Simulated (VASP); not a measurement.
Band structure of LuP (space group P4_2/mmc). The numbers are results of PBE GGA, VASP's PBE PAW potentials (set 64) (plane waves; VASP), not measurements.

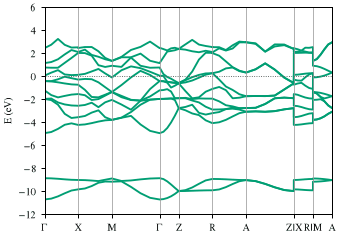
Figure: Bands along high-symmetry lines, zero at the valence-band maximum or, without a gap, the Fermi level

Question: Read the plot: is there a gap, and where are the band edges?

Answer: It has no gap at this level: it comes out as a metal or semimetal.

The structure was generated: LuP was put into an ordered model structure, which need not be its known phase. The cell was not relaxed at this level. The k-mesh is coarse (spacing up to 0.30 per Å, 2π included), so the numbers may not be converged in it.
